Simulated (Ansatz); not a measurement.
Consider CsCrCl3 (cubic perovskite) (Pm-3m).

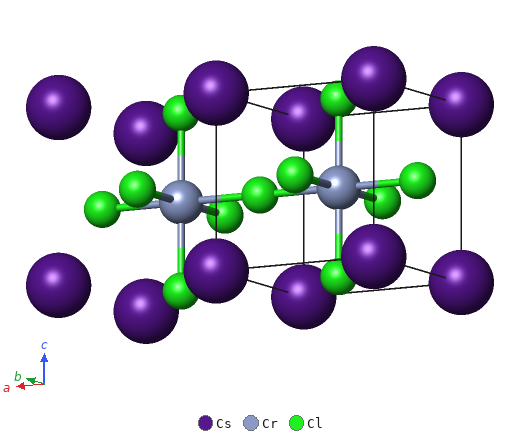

The structure (caesium purple, chromium light blue, chlorine green). 2×1×1 cells are drawn. Some periodic images of atoms are drawn too.

The structure was built from a prototype and need not be the compound's stable phase.

The structure is cubic, space group Pm-3m (No. 221). The conventional cell has a = 4.717 Å, b = 4.717 Å, c = 4.717 Å, α = 90.00°, β = 90.00°, γ = 90.00°. Nearest to Cs lie 12 Cl at 3.34 Å. Nearest to Cr lie 6 Cl at 2.36 Å. Cl has 2 Cr at 2.36 Å and 4 Cs at 3.34 Å nearest. Farther neighbours and most contacts between anions are not listed.

```xyz
5
Lattice="0.0000 -4.7168 0.0000 0.0000 0.0000 4.7168 -4.7168 0.0000 0.0000" Properties=species:S:1:pos:R:3 pbc="T T T"
Cs    0.0000    0.0000    0.0000
Cr   -2.3584   -2.3584    2.3584
Cl    0.0000   -2.3584    2.3584
Cl   -2.3584   -2.3584    0.0000
Cl   -2.3584    0.0000    2.3584
```

The structure was relaxed with LDA. The structure type comes from a generator and need not be one that this composition takes. The structure was generated from a model, not taken from a measurement. The runs that relaxed it are not among those shown. The program's search for lower electronic states was switched off, so nothing shows that the state found is the lowest. Spin-orbit coupling is left out unless a run names it. PAW set soft_2, made with PBE.

A constrained-RPA run (Ansatz 0.2.0; non-magnetic LDA; Cr d + anion p, bands v11 to c3, 4×4×4 mesh, medium accuracy) builds 14 functions on bands 11 eV wide, with 22.0 electrons in the window. The bare on-site interaction is 19.0 eV and the bare J 0.64 eV.

Q: Estimate U, U′ and J.

On the Cr d shell, U = 6.73 eV (35 % of the bare value), U′ = 5.68 eV, J = 0.52 eV.

The parent state is non-magnetic and the interaction static (zero frequency); U depends on the window and the orbitals, so it belongs to this model alone. A window that holds the anion p bands defines a model with explicit ligands; its U belongs to that model and is not the U of DFT+U.

[Paths, hosts, dates, memory and timing lines, banners, echoed tables and standing remarks are left out of the program output.]

[Logs are printed without paths, hosts, clocks, repeated set-up lines and the standing remarks that a program may print on its own settings, such as how far it seeks lower states.]

[Runs of the session that timed out or met a known fault of the program may be left out.]

[Hosts, paths, dates, database ids (printed as entryN), source tags and the programs' standing remarks are cut or masked in the printed files.]
